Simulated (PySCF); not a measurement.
# [ReO3F]−: how tightly the ligands are held

What does it cost to pull a ligand from [ReO3F]−? It is a constructed species; whether it can be made isn't addressed.

The runs use PySCF 2.14.0; PBE, Re def2-SVP with ECP60, O def2-SVP, F def2-SVP; scalar-relativistic core potentials, no spin–orbit coupling.

1 further run of the same task is left out (for a known fault of the program).

**1. Where the work starts**

5 atoms, charge -1, spin multiplicity 2.

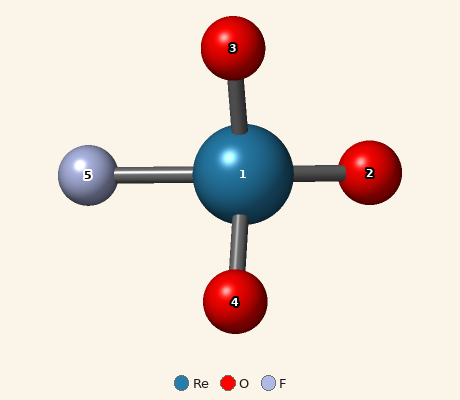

The structure; rhenium blue, oxygen red, fluorine light blue; atoms are numbered from 1 in the order of the file.

As a file:

| atom | x (Å) | y (Å) | z (Å) |
| --- | --- | --- | --- |
| Re1 | 0.04180 | 0.06179 | 0.09429 |
| O2 | 1.17803 | 0.75959 | 1.22223 |
| O3 | -1.18383 | -0.74930 | 1.05583 |
| O4 | 0.99282 | -0.79192 | -1.11040 |
| F5 | -1.23720 | 0.76939 | -1.20441 |

Formal oxidation states: Re +6. An earlier session relaxed this geometry at PBE, Re def2-SVP with ECP60, O def2-SVP, F def2-SVP (doublet, point group Cs).

**2. Rigid scan of O**

Atom 2 moves along the line from atom 1; the distance is to the donor, the donors' midpoint or the ring centre. Each point starts from the density of the one before.

| distance (Å) | energy from the relaxed point (eV) |
| --- | --- |
| 1.45 | 3.638 |
| 1.55 | 1.327 |
| 1.65 | 0.275 |
| 1.75 | 0.000 |
| 1.85 | 0.192 |
| 1.95 | 0.654 |
| 2.05 | 1.257 |
| 2.20 | 2.260 |

Run time: 15 s. Hardware: 2 threads of Arm Neoverse V1, shared host.

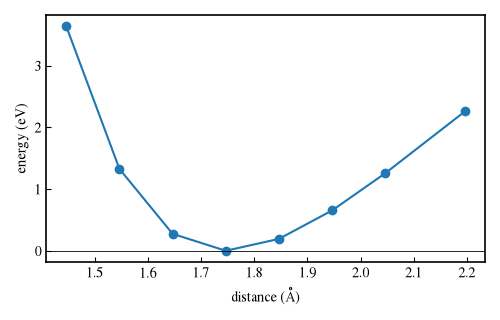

Energy along the rigid scan of O.

**3. F taken off**

The ligand (atom 5) keeps its formal charge and a closed shell where it can; ligand and rest are solved at the complex's geometry, in vacuum, with the settings of the relaxation.

| part | charge | state | energy (Eh) |
| --- | --- | --- | --- |
| complex | -1 | doublet | -403.504947 |
| ligand | -1 | singlet | -99.585598 |
| rest | 0 | doublet | -303.686960 |

Wall time 6.5 s (2 threads of Arm Neoverse V1, shared host).

**4. Rigid scan of F**

Atom 5 moves along the line from atom 1; the distance is to the donor, the donors' midpoint or the ring centre. Each point starts from the density of the one before.

| distance (Å) | energy from the relaxed point (eV) |
| --- | --- |
| 1.66 | 1.569 |
| 1.76 | 0.573 |
| 1.86 | 0.119 |
| 1.96 | 0.000 |
| 2.06 | 0.083 |
| 2.16 | 0.281 |
| 2.36 | 0.823 |
| 2.66 | 1.647 |
| 3.06 | 2.448 |
| 3.56 | 2.981 |

It took 23 s on 2 threads of Arm Neoverse V1, shared host.

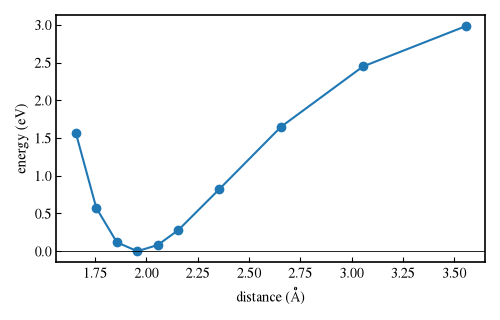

Energy along the rigid scan of F.

**5. Summary of results**

| quantity | value |
| --- | --- |
| stiffness of the O contact | 46.7 eV/Å² |
| taking off F | 6.32 eV |
| stiffness of the F contact | 20.2 eV/Å² |

Near 1.75 Å the O contact has a stiffness of about 46.7 eV/Å², and the energy stands 2.26 eV higher at 2.20 Å. Taking off F as a fragment of charge -1 costs 6.32 eV. Near 1.96 Å the F contact has a stiffness of about 20.2 eV/Å², and the energy stands 2.98 eV higher at 3.56 Å. The free anion is solved without diffuse functions, no counterpoise correction is made, and the parts aren't relaxed; each of these makes the binding look larger. These are double-zeta-type bases without diffuse functions. Spin–orbit coupling is left out for this open shell, where it can reorder the states. Open shells may have lower solutions than the one found.
